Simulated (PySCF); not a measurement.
# TcH₄: quartet, from a PBE0 minimum start

Where does quartet TcH₄ go from a PBE0 minimum start, is the end point a minimum, and what are its modes, charges and moments?

The runs use PySCF 2.14.0; PBE0, basis Tc def2-TZVP with ECP28, H def2-TZVP, scalar-relativistic core potentials, no spin–orbit coupling, density fitting.

### 1 Starting geometry

5 atoms, charge 0, spin multiplicity 4.

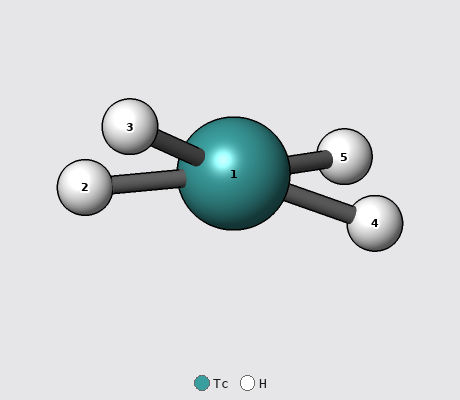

The starting geometry (technetium teal, hydrogen white); atoms are numbered from 1 in the order of the file.

```xyz
5
charge 0 multiplicity 4
Tc    0.0000    0.0000    0.0000
H     1.6541   -0.4776    0.0000
H     1.6541    0.4776    0.0000
H    -1.6541    0.0000   -0.4776
H    -1.6541    0.0000    0.4776
```

### 2 Finding the electronic state

One driver script runs all steps and calls PySCF; scf.py shows how it sets up the SCF of each step. The optimiser is the driver's own. After this first run the driver tries any further starts and a stability analysis.

scf.py reads:

```python
from pyscf import gto, scf, dft
mol = gto.M(atom='''
Tc     0.000000    -0.000000     0.000000
H      1.654060    -0.477600     0.000000
H      1.654060     0.477600     0.000000
H     -1.654060     0.000000    -0.477600
H     -1.654060     0.000000     0.477600''',
    basis={'Tc': 'def2-TZVP', 'H': 'def2-TZVP'},
    ecp={'Tc': 'def2-TZVP'},
    charge=0, spin=3)
mf = dft.UKS(mol, xc='PBE0')
mf.grids.atom_grid = (50, 194)
aux = {'Tc': 'def2-universal-JKFIT', 'H': 'def2-universal-JKFIT'}
mf = mf.density_fit(auxbasis=aux)
mf.conv_tol = 1e-08
mf.diis_space = 10
mf.max_cycle = 60
mf.init_guess = 'minao'
mf.verbose = 4
mf.kernel()
```

The run is started by

```sh
$ OMP_NUM_THREADS=2 python axn.py task.json out
```

Further steps of the session: PBE0 minimum start, quartet: relaxation; Hessian and properties.

What does the calculation give? Wanted: minimum; geometry; wavenumbers; dipole moment; highest occupied, lowest empty level; polar-tensor charge of Tc1; zero-point energy; atomisation energy; ⟨S²⟩.

The runs gave:

```
                                          quantity                                                                                          value
                                           minimum                                                                                   quartet, D2d
                                          geometry  H–H 0.955 Å (×2), Tc–H 1.722 Å (×4); H–H–Tc 73.9° (×4), H–Tc–H 32.2° (×2), H–Tc–H 157.4° (×4)
                                wavenumbers (cm⁻¹)                        553 (e), 826 (b2), 1073 (b1), 1164 (a1), 1873 (e), 2135 (a1), 2232 (b2)
                                     dipole moment                                                                                         0.00 D
highest occupied, lowest empty level (either spin)                                                                                -5.81, -1.77 eV
                        polar-tensor charge of Tc1                                                                                        -0.16 e
                                 zero-point energy                                                                                    73.5 kJ/mol
                               entropy at 298.15 K                                                                                240.9 J/(mol K)
         atomisation energy (no zero-point energy)                                                                                    1016 kJ/mol
                                              ⟨S²⟩                                                                                          3.776
```

In words: The molecule stays D2d, as typed, and the end point is a minimum. The strongest infrared band lies at 826 cm⁻¹ (b2). Most of the spin sits on Tc1 (Mulliken spin 3.21, against 3 for the whole molecule). Other starts or spin states, not run here, may lie lower. One determinant may miss the lowest occupation of an open d or f shell.
